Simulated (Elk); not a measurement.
Band structure of Ga (Cmce, 4 atoms in the cell).

```
Ga
1.0
    2.23154    -3.82558     0.00000
    2.23154     3.82558     0.00000
    0.00000     0.00000     4.58739
Ga
4
Direct
  0.65570   0.34430   0.41540
  0.34430   0.65570   0.58460
  0.84430   0.15570   0.91540
  0.15570   0.84430   0.08460
```

Computed with Elk 10.2.4 with PBE, all-electron FP-LAPW, Elk's shipped species files, APW+lo basis with extra local orbitals.

Settings: xctype = 20; rgkmax = 8; swidth = 0.00499791 Ha; ngridk = 6 6 5; gmaxvr = 18 1/bohr; lmaxapw = 10; lmaxo = 8; nxlo = 2; lorbcnd = true; lradstp = 2; nrmtscf = 2; lmaxi = 4; maxscl = 100.

The starting cell comes from a database of computed structures (which also holds hypothetical and non-ambient phases and stackings), without a prior relaxation at this level. Its lattice was rescaled by a random factor within 2.5 % of one. Values depend on the basis (sphere radii, cutoffs, local orbitals), which need not be converged.

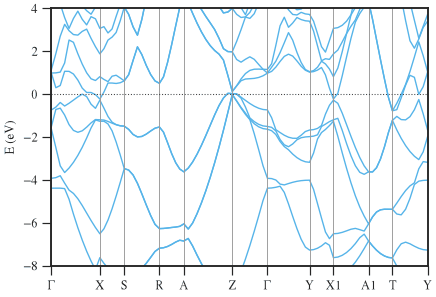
Figure. Bands along the path, energies from the Fermi level.

Levels in eV from the Fermi level, bands 23 to 30:
| point | 23 | 24 | 25 | 26 | 27 | 28 | 29 | 30 |
|---|---|---|---|---|---|---|---|---|
| Γ | -3.93 | -1.64 | -1.51 | -0.74 | 0.98 | 0.98 | 1.15 | 5.12 |
| X | -6.51 | -1.27 | -1.20 | -0.28 | -0.23 | 0.81 | 1.87 | 3.06 |
| S | -3.47 | -3.47 | -1.50 | -1.50 | 0.62 | 0.62 | 4.05 | 4.05 |
| R | -6.27 | -6.27 | -1.53 | -1.53 | 0.50 | 0.50 | 7.22 | 7.22 |
| A | -6.05 | -6.05 | -3.62 | -3.62 | 4.31 | 4.31 | 5.08 | 5.08 |
| Z | -0.02 | -0.02 | 0.03 | 0.03 | 0.12 | 0.12 | 1.97 | 1.97 |
| Y | -4.01 | -3.18 | -1.98 | -1.68 | 1.02 | 1.04 | 3.40 | 3.71 |
| X1 | -6.51 | -1.27 | -1.20 | -0.28 | -0.23 | 0.81 | 1.87 | 3.06 |
| A1 | -6.05 | -6.05 | -3.62 | -3.62 | 4.31 | 4.31 | 5.08 | 5.08 |
| T | -5.37 | -5.37 | -1.22 | -1.22 | -0.78 | -0.78 | 6.33 | 6.33 |

Bands cross the Fermi level along this path, so the cell is metallic at this level.
